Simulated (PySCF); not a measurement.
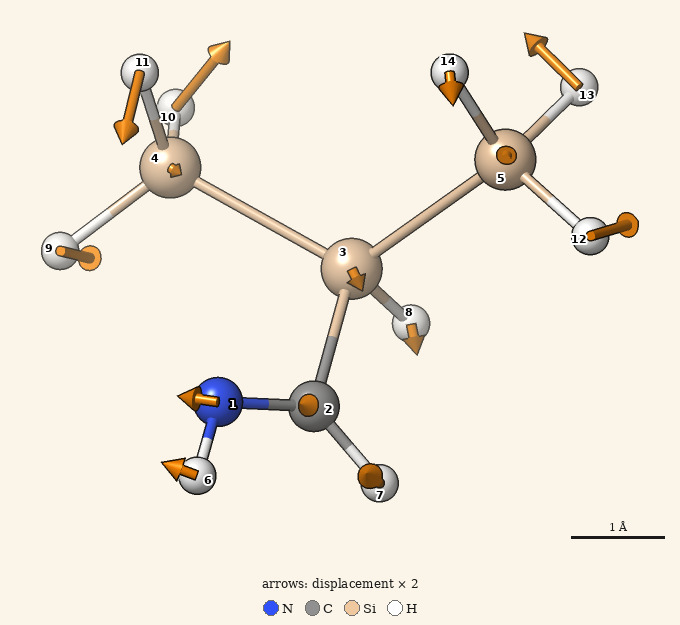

This is a relaxation of CH9NSi3. The starting structure is drawn; orange arrows show the displacements, 2 times their true length. The two geometries are superimposed by the best rigid fit.

The picture is a ball-and-stick view, seen at a tilt.

The start comes from GFN2-xTB. Its atoms were then displaced at random by about 0.01 Å.

The calculation used PBE0-D3(BJ)/def2-SVP geometry optimisation, gas phase (PySCF). 

> Atoms of which element are displaced furthest, and by how much?

Hydrogen: up to 0.56 Å, against 0.25 Å for nitrogen.

> Describe the change and its energy.

H10 moves most after the best rigid fit: 0.56 Å. By element the largest moves are H 0.56 Å, N 0.25 Å, C 0.17 Å, Si 0.14 Å. Among the contacts that change: Si4–H10 1.449 → 1.498 Å, Si5–H12 1.461 → 1.497 Å, Si3–Si4 2.306 → 2.342 Å, Si4–H11 1.458 → 1.493 Å. Bond angles that change, for instance: C2–N1–H6 118.1° → 111.6°, Si4–Si3–Si5 118.1° → 111.9°, C2–Si3–H8 104.1° → 109.3°. Groups turn about Si3–Si4 by about 25°. Over 11 geometry steps the energy falls by 6.03 kcal/mol. The run took 80 s on 1 thread of Arm Neoverse V2, with other jobs on the host.
